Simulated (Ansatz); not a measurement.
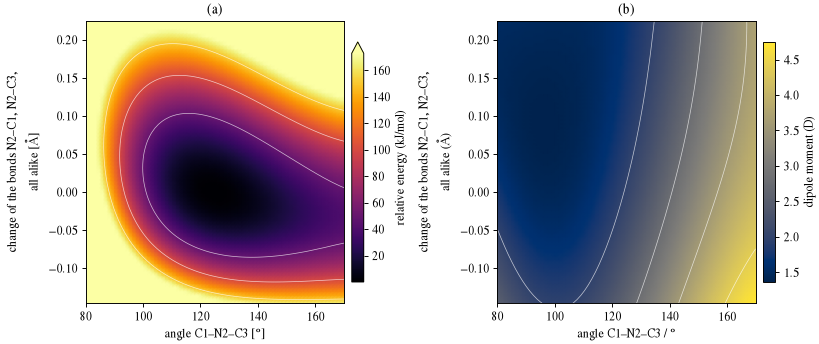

C3H4FNS, SMILES CN=C=C(F)S. First axis: angle C1–N2–C3. Second axis: change of the bonds N2–C1, N2–C3, all alike. Nothing is relaxed (all other coordinates rigid). The grid has 9 × 9 points. Points are written as (first, second). Energies are in kJ/mol, from the relaxed molecule at the same level. Method: RKS BHLYP-D4/def2-SVP (Ansatz 0.2.0).

Panel (a) is the energy; panel (b) is the computed dipole moment, in D.

The picture shows a smooth colour map with a few white contour lines, one colour for all values above the top of the scale. Between grid points the surface is interpolated.

Question: How does the dipole moment vary over the map, and what is it at the lowest grid point?

Answer: Leaving out the highest fifth of the energies, it runs from 1.38 D at (91.2°, 0.086 Å) to 4.75 D at (170.0°, −0.146 Å). At the lowest grid point, (125.0°, −0.007 Å), it is 2.06 D.
